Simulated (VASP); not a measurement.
Band structure of SiC (relaxed from the zinc blende structure, space group F-43m). Method: PBEsol GGA, VASP's PBE PAW potentials (set 64) (plane waves; VASP 6.6.1).

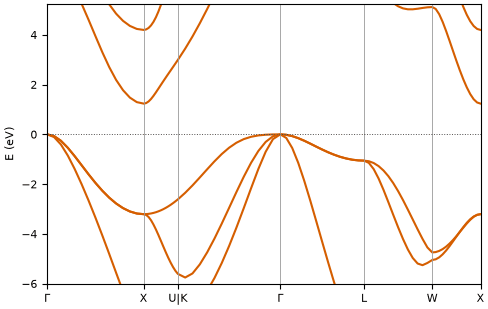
Fig. 1. Bands along high-symmetry lines, zero at the valence-band maximum or, without a gap, the Fermi level

**Question.** Read the plot: is there a gap, and where are the band edges?

**Answer.** The gap is indirect, 1.23 eV, from the valence maximum at Γ to the conduction minimum at X. (Edges off the drawn lines would not show.)

The structure was generated: SiC was put into the zinc blende type (F-43m), which need not be its known phase. It was relaxed first.
